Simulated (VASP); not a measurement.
Band structure of MgSe (rock salt). Calculation: optB86b-vdW, VASP's PBE PAW potentials (set 64) (plane waves; VASP).

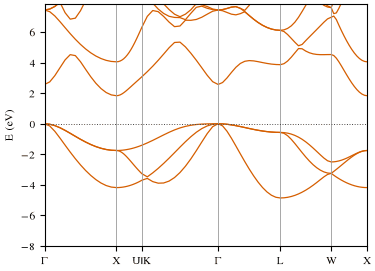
Figure: Bands along high-symmetry lines, zero at the valence-band maximum or, without a gap, the Fermi level

Question: Read the plot: is there a gap, and where are the band edges?

Answer: The gap is indirect, 1.83 eV, from the valence maximum at Γ to the conduction minimum at X. (Edges off the drawn lines would not show.)

The compound is MgSe in the rock salt structure. It was relaxed first.
